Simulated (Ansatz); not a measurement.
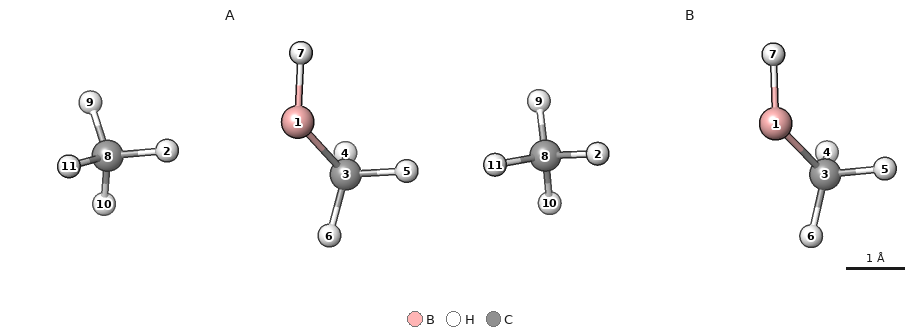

Two geometries of C2H8B (multiplicity 2), drawn at one scale. One is the start of a relaxation, the other its converged end. A ball-and-stick model, seen at a tilt.

Computed with Ansatz, UKS B3LYP/def2-SVP. Settings: collinear spin; force threshold 0.03 eV/Å; at most 50 steps.

**Which one is relaxed?**

Structure B is the relaxed one. The run prepares an end point of a later path (reaction) calculation, from a guessed geometry. The largest move after the best rigid fit is that of H11, 0.61 Å. Largest moves by element: H 0.61 Å, C 0.39 Å, B 0.32 Å. Some distances before and after: H2–C8 1.109 → 1.100 Å, B1–C3 1.549 → 1.545 Å. Bond angles that change, for instance: B1–C3–H5 107.8° → 105.2°. Over 7 geometry steps the energy falls by 2.54 kJ/mol. The largest force component goes from 0.2 to 0.0099 eV/Å. The run took 17 s on 2 threads of Arm Neoverse V1 (shared host), peak memory 0.18 GiB.

Limits of the set-up: the start holds two separate molecules, 2.4 Å apart at their closest, whose relative position is a soft coordinate and is computed without a dispersion correction.
